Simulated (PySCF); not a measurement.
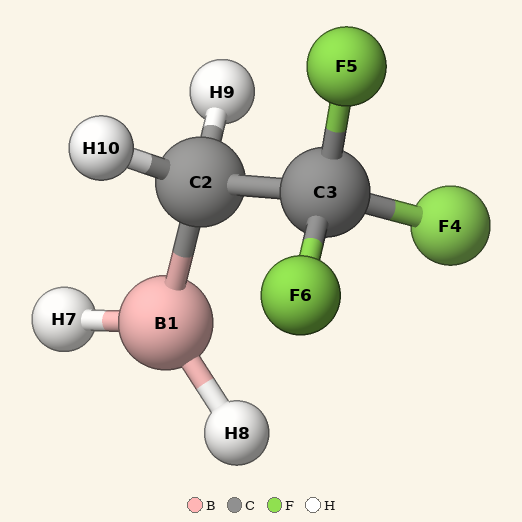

The computed structure is the end point of a PBE0-D3(BJ)/def2-SVP optimisation. No frequency run is at hand to confirm it as a minimum. Method: PBE0/pcJ-1 indirect spin-spin coupling, non-relativistic, gas phase (PySCF 2.14.0). Isotopes: 11B, 13C, 19F, 1H.

Give the spin–spin coupling constants of these pairs, with the number of bonds between them: B1/H7, C3/F6, B1/C3, B1/F4, B1/F6, F6/H9.

```tsv
pair	bonds apart	J (Hz)
B1, H7	1	132.8
C3, F6	1	−329.0
B1, C3	2	−3.0
B1, F4	3	2.6
B1, F6	3	2.4
F6, H9	3	32.9
```

Density functionals are unreliable for couplings to fluorine, so those rows may be far off.
